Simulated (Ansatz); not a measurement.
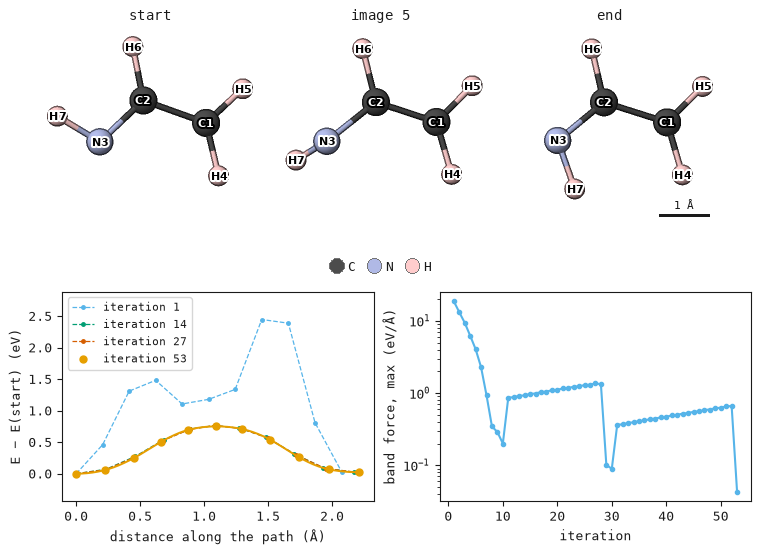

NEB run on C2H4N (multiplicity 2). Images are numbered from 0 (start) to 10 (end). The plot follows the band through its iterations. Style: ball-and-stick. Shown at a tilt.

Level of theory: UKS PBE0/def2-SVP in Ansatz 0.2.0. Settings: 9 movable images; climbing image; force threshold 0.05 eV/Å; iteration limit 60; optimiser L-BFGS; largest step 0.02 Å; starting path through a guess of the saddle point.

Question: How did the profile develop, and is the result final?

Answer: The run is converged, with reservations. The band converged in 53 iterations. The largest component of the band force went from 19 to 0.043 eV/Å. The climbing image converged on the top of the path. Its curvatures weren't checked. The step length is far from the usual. The first iteration put the highest image at 2.45 eV. The energy climbs by 0.75 eV to image 5 and then falls by 0.73 eV, so the end point sits at +0.02 eV.
